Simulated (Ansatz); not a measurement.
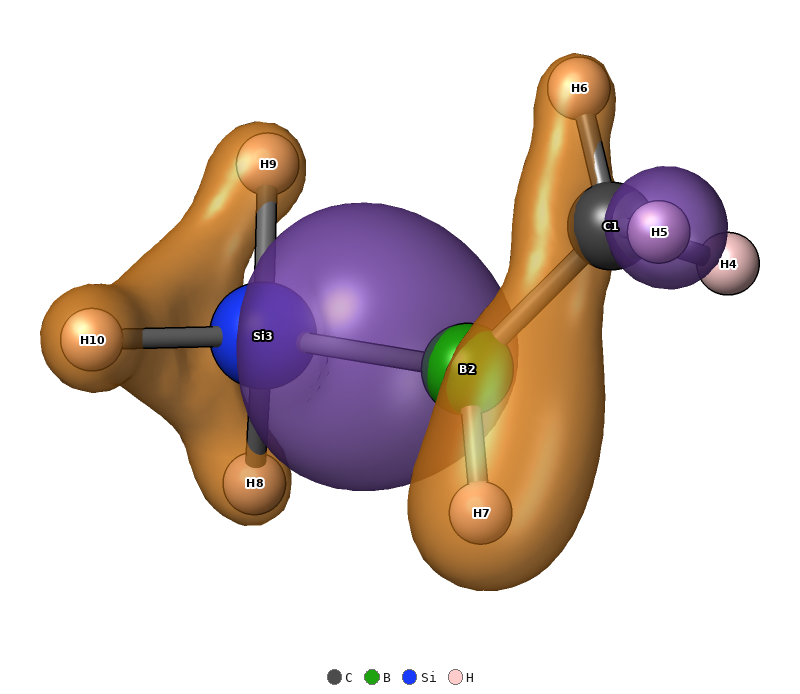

Figure 1: CH7BSi. One frontier orbital at ±0.15 Å⁻³ᐟ² (orange and purple are the two phases), seen at a tilt.

These are results of UKS B3LYP/6-31G* (Ansatz 0.2.0), not measurements.

| atom | x (Å) | y (Å) | z (Å) |
| --- | --- | --- | --- |
| C | -1.1123 | 0.9683 | -0.5856 |
| B | 0.1063 | -0.0052 | -0.6818 |
| Si | 1.0327 | -0.8812 | 0.8980 |
| H | -1.9926 | 0.3341 | -0.8086 |
| H | -1.1172 | 1.7456 | -1.3599 |
| H | -1.2958 | 1.4212 | 0.3942 |
| H | 0.5096 | -0.2930 | -1.7760 |
| H | 1.1534 | -2.3582 | 0.7148 |
| H | 0.3735 | -0.6384 | 2.2146 |
| H | 2.4254 | -0.3445 | 0.9934 |

Question: Which orbital is it: HOMO or LUMO?

Answer: The HOMO, at −7.60 eV. It lies mainly on Si3 (about 35 %), B2 (about 30 %), H7 (about 10 %) and C1 (about 10 %).
